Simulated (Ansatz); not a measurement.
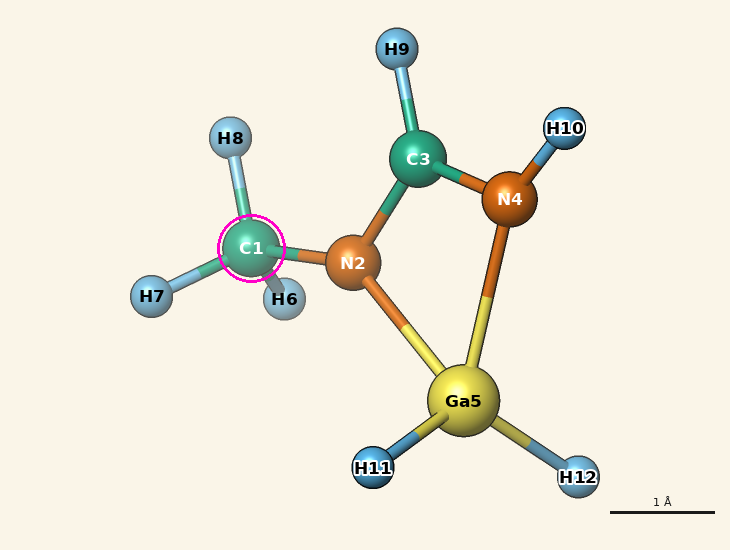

Orthographic view. Atoms fade into the background with distance from the viewer. The geometry was computed by an optimisation with PBE-D4/def2-SVP. No frequency run is at hand to confirm it as a minimum.

### Which atoms are bonded to the circled atom?

The circled atom is C1; it is bonded to N2, H6, H7, H8.

### Of C3 and N4, which is nearer the viewer?

N4; the bond to C3 points away from the viewer, so it looks shorter than its 1.33 Å.

### Which atom is farthest from the viewer?

H6, 2.2 Å behind the mean position.

### What is the shortest path along bonds from the circled atom to H9?

C1–N2–C3–H9, 3 bonds; through space the two are 2.76 Å apart.
